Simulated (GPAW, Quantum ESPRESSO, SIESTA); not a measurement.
# Birch–Murnaghan line for fcc Rh, QE, PBE

Calculated with Quantum ESPRESSO 7.5: PBE; plane waves, GBRV 1.5 ultrasoft, 45/270 Ry; k-mesh 14×14×14. The volume is changed in steps from typed lattice constants. V0 = 14.095 Å³ an atom is where a Birch–Murnaghan fit to this level's pressures, the withheld one apart, crosses zero; rows within 2.5 % of V0 are left out, since F is ill-conditioned there. The typed cell is scaled evenly, with no relaxation, and each row is a single point.

| volume (Å³/atom) | pressure (GPa) |
| --- | --- |
| 12.922 | 27.77 |
| 13.203 | 19.74 |
| 13.484 | ? |
| 14.607 | -8.347 |
| 14.888 | -12.15 |
| 15.169 | -15.47 |

Task: Fit the third-order Birch–Murnaghan equation to the rows given and interpolate to the withheld row.

Worked fit:

Take the Eulerian strain f = ½[(V0/V)^(2/3) − 1] and the normalised pressure F = P / [3f(1 + 2f)^(5/2)]. The third-order Birch–Murnaghan equation is then the line F = B0 + (3/2)B0(B′ − 4) f, so u = f and v = F.

| u = f | v = F (GPa) |
| --- | --- |
| 0.0298182 | 268.584 |
| 0.0222739 | 264.917 |
| -0.0117532 | 251.234 |
| -0.0179163 | 247.643 |
| -0.0238884 | 243.969 |

With n = 5: mean u = -2.9316e-4, mean v = 255.269, Σ(u − ū)² = 0.0024146, Σ(u − ū)(v − v̄) = 1.0659. Slope b = 1.0659 / 0.0024146 = 441.44; intercept a = v̄ − b ū = 255.40.

So B0 = 255.4 GPa and B′ = 4 + 2b/(3a) = 5.15. At the withheld volume f = 0.01499, F = 262.0 GPa, and P = 3f(1 + 2f)^(5/2) F.

Prediction at 13.484: 12.69 GPa. The run gave 12.67 GPa, so the fit is high by 0.018 GPa (0.14 % of the value).

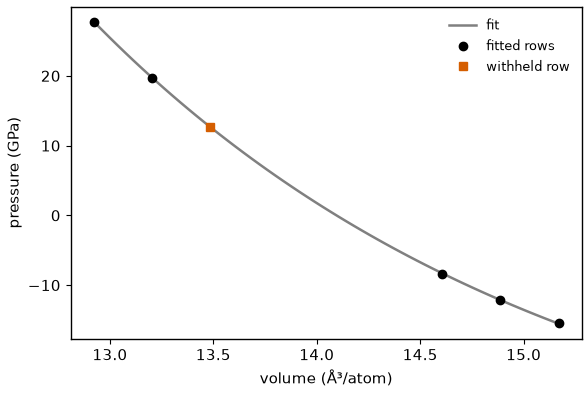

The fit, the rows that it rests on and the withheld row.

A fit to this level's energies over the whole scan gives V0 = 14.100 Å³, B0 = 254.6 GPa and B′ = 5.22. Among the rows given, the largest miss of the fit is at 15.169, by 0.056 GPa (0.13 % of the range of the table).

Limits: The nuclei are static. The DFT runs use Fermi–Dirac occupations of width 0.1 eV, and energies are free energies.

[Hosts, paths, dates, database ids (printed as entryN), source tags and the programs' standing remarks are cut or masked in the printed files.]
